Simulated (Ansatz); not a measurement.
Profile along the Be–Be line in Be (hcp, Mg type)

Be (hcp, Mg type), conventional cell a = 2.257 Å, b = 2.257 Å, c = 3.553 Å, α = 90.00°, β = 90.00°, γ = 120.00°. The calculation uses the primitive cell of 2 atoms, to which meshes and values per cell refer.

Fields along a shortest Be–Be line of a (1 -1 0 0) plane (2.26 Å), from Be to Be, interpolated on the slice's grid (step about 0.1 Å). Calculation: PBEsol (plane waves to 420 eV, PAW, scalar-relativistic; Ansatz, a program for electronic structure). k mesh 23×23×13. Inside the PAW spheres the values are not all-electron values, and peaks at nuclei hang on which shells count as valence. Be was relaxed with its symmetry unable to fall.

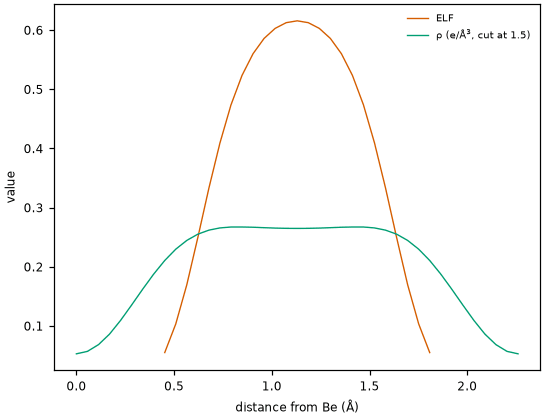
*ELF (away from the nuclei) and valence density from Be to Be.*

Density on the Be–Be line (2.26 Å) at its midpoint: 0.26 e/Å³. ELF at that point: 0.62. ELF maximum in the middle third of the Be–Be line: 0.62, 1.1 Å from Be.
